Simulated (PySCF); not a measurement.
**H2O, SMILES `O`: what the electrons do**

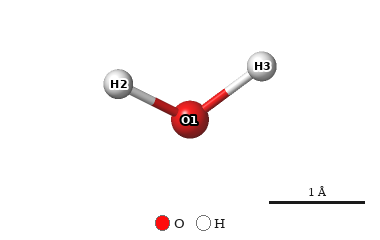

The molecule, with its atoms numbered as below. No frequency check shows the geometry to be a minimum.

Cartesian coordinates (Å):

```
O1       0.0000    0.1138    0.0000
H2       0.7722   -0.4552    0.0000
H3      -0.7722   -0.4552    0.0000
```

Part 1: Removing or adding an electron

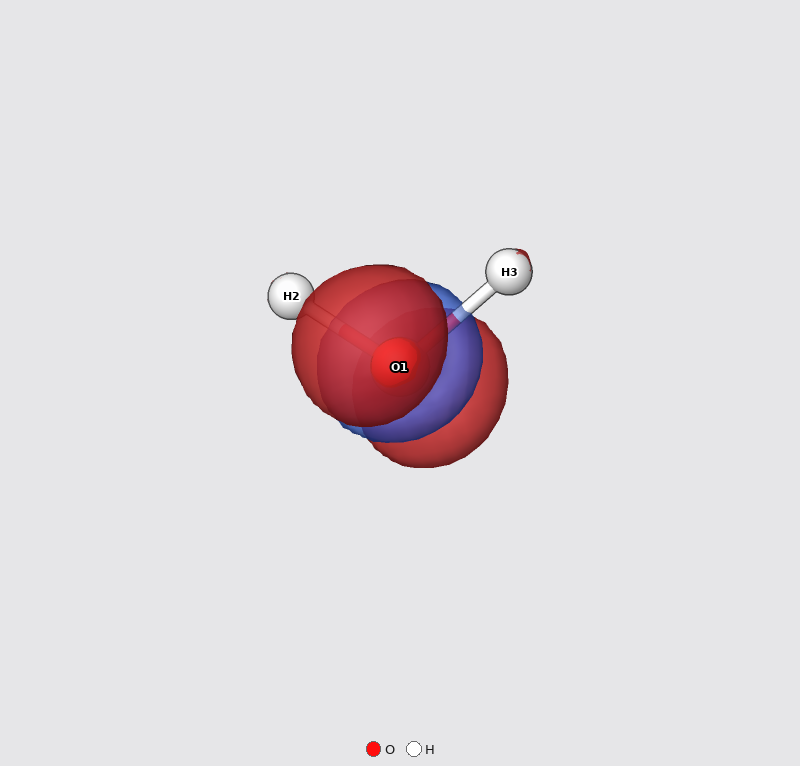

Fukui function f⁻ = ρ(N) − ρ(N−1) at fixed geometry, surfaces at ±0.2 e/Å³ (red positive, blue negative).

Computed with PySCF, HF/def2-SVP, geometry: GFN2-xTB.

Question: On which atoms does the density change most on removal of an electron?

Answer: f⁻ (Hirshfeld-condensed) is largest on O1 (0.67); the vertical ionisation energy is 10.82 eV. Condensed values hint at sites of electrophilic attack but needn't mark the atom that reacts. Orbital relaxation makes it negative in places (0.17 e in all).

Part 2: Localised orbitals

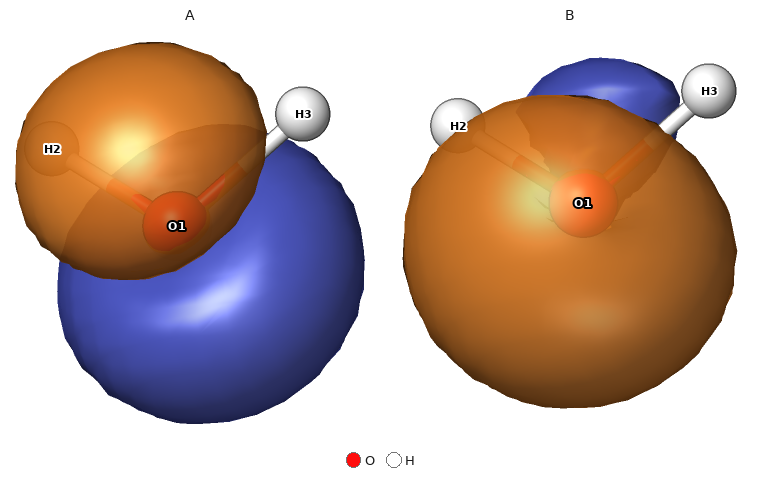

Intrinsic bond orbitals (IBO), occupied; each surface holds about 85 % of the orbital's density. Energies are diagonal elements of the Fock matrix.

Level of theory: B3LYP/6-31G* (PySCF), at a geometry from GFN2-xTB.

Question: Identify each orbital.

Answer: By panel:
- A: lone pair on O1 (sp13.3-type) (O1 100 %; −8.7 eV)
- B: lone pair on O1 (sp1.6-type) (O1 100 %; −12.3 eV)

Question: How do all the valence pairs divide up?

Answer: 4 pairs: 2 σ bonds and 2 lone pairs.

Part 3: Stretching a bond

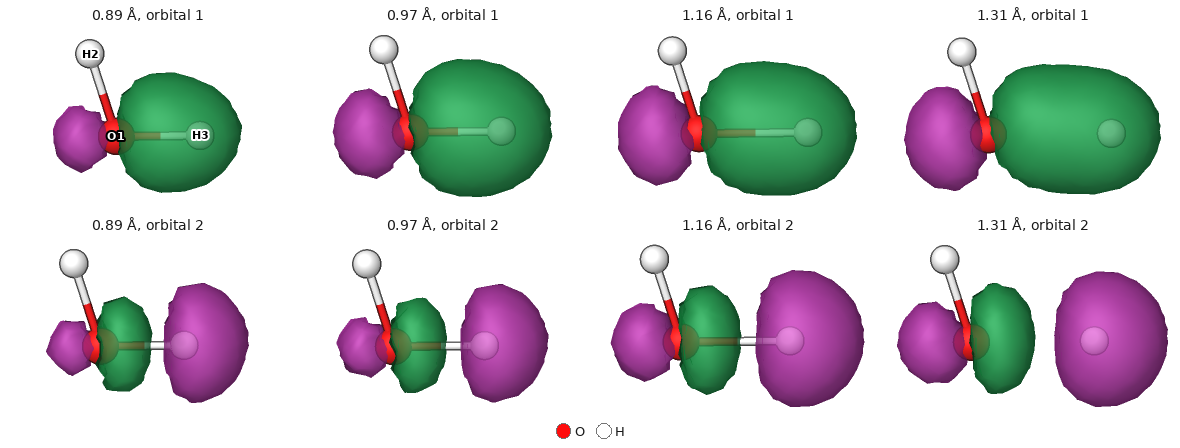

Rigid stretch of the O1–H3 bond. The two CASSCF(2,2) natural orbitals nearest half filling (orbital 1 the more occupied).

Method: def2-SVP basis; geometry: GFN2-xTB; program: PySCF.

Question: How do the occupations change along the stretch?

Answer: 0.89 Å: 1.99 and 0.01; 0.97 Å: 1.98 and 0.02; 1.16 Å: 1.96 and 0.04; 1.31 Å: 1.92 and 0.08. At the longest distance computed (2.72 Å) they are 1.19 and 0.81, and the effective number of unpaired electrons is 1.9.

Question: Where does the UHF solution part from RHF?

Answer: Between 1.31 Å (⟨S²⟩ = 0, the two coincide) and 1.50 Å (⟨S²⟩ = 0.47); at 2.72 Å ⟨S²⟩ is 1.00 and UHF lies 5.3 eV below RHF.

Question: How much energy does the stretch cost?

Answer: By CASSCF, 4.3 eV from the lowest point of the scan (0.97 Å) to 2.72 Å; RHF gives 9.0 eV from its own lowest point. The fragments aren't relaxed and dynamic correlation is missing, so this isn't a bond dissociation energy.
